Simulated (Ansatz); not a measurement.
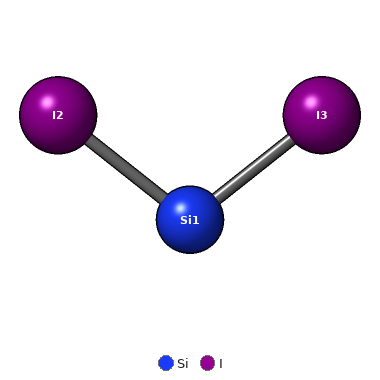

The system is SiI2; the picture shows the reference structure. First axis: angle I2–Si1–I3. Second axis: change of the bonds Si1–I2, Si1–I3, all alike. Nothing is relaxed (all other coordinates rigid). Grid: 13 × 13 points. At 40 points there is no value. Points are written as (first, second). All energies are given in kcal/mol relative to the lowest grid point. The calculation used RKS PBE-D4/def2-TZVP (Ansatz 0.2.0).

Its coordinates:

```
atom    x (Å)    y (Å)    z (Å)
  Si   0.0052  -0.0070  -1.0340
   I   1.9547  -0.0200   0.5270
   I  -1.9599   0.0269   0.5070
```

Range: angle I2–Si1–I3 from 58.2 to 148.2°; change of the bonds Si1–I2, Si1–I3, all alike from −0.275 to 0.425 Å.

What will the energy surface look like?

The lowest grid point is at (103.2°, 0.017 Å). The highest grid point, (58.2°, −0.275 Å), lies 234 kcal/mol above the lowest.

```tsv
second ↓, first →	58.2	65.7	73.2	80.7	88.2	95.7	103.2	110.7	118.2	125.7	133.2	140.7	148.2
0.425	73	52	38	31	28	26	26	27	28	29	32	34	36
0.366	74	–	34	–	22	–	21	–	23	–	27	–	32
0.308	76	49	31	22	18	16	15	16	18	20	22	25	28
0.250	80	–	28	–	13	–	11	–	13	–	18	–	25
0.191	85	50	27	15	10	7	7	8	9	12	15	18	22
0.133	–	–	27	–	7	–	3	–	6	–	12	–	20
0.075	101	58	28	13	5	2	1	2	4	7	11	15	19
0.017	113	–	31	–	5	–	0	–	3	–	10	–	20
−0.042	129	75	36	16	6	2	0	1	4	–	11	16	22
−0.100	148	–	44	–	10	–	3	–	6	–	14	–	26
−0.158	171	–	56	29	16	9	7	8	10	14	19	25	32
−0.216	199	–	71	–	25	–	14	–	17	–	27	–	40
−0.275	234	153	92	57	38	29	25	25	28	–	38	45	52
```

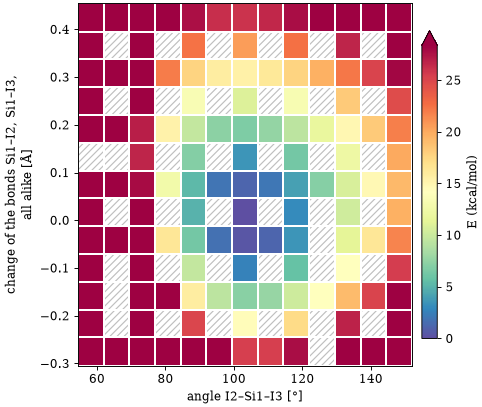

Drawn: one coloured cell a grid point, one colour for all values above the top of the scale, hatched blanks where no value was computed.

Each point was launched as `ansatz run input.yaml --threads 1 --pin off --max-ram 2560MiB --backend cpu --events-out ev --progress --plain --runs-dir out`. Time for the 129 points that were run: 14 min on 1 thread of Arm Neoverse V2 (shared host).
